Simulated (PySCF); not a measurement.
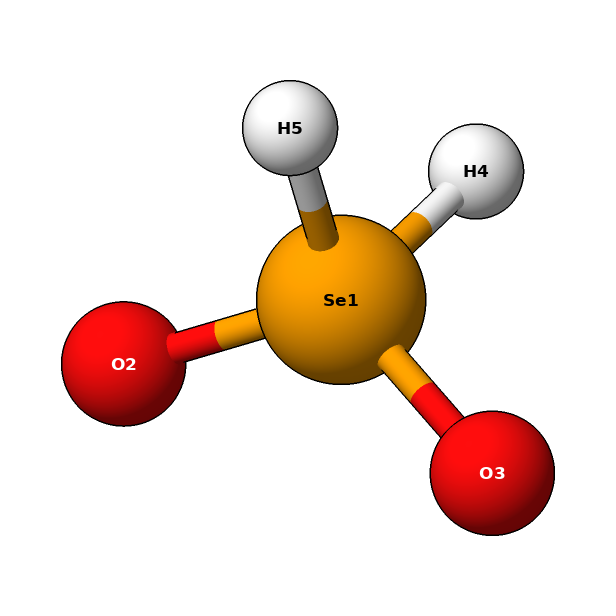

Every bond is drawn as one stick. The geometry was computed by an optimisation with PBE0/def2-TZVP. Level of theory: PBE0/def2-TZVP (PySCF 2.14.0).

List the Mayer bond orders of Se1–O2, Se1–H4 (one bond of each equivalent set).

| bond | Mayer order | length (Å) |
| --- | --- | --- |
| Se1–O2 | 1.74 | 1.600 |
| Se1–H4 | 0.80 | 1.501 |
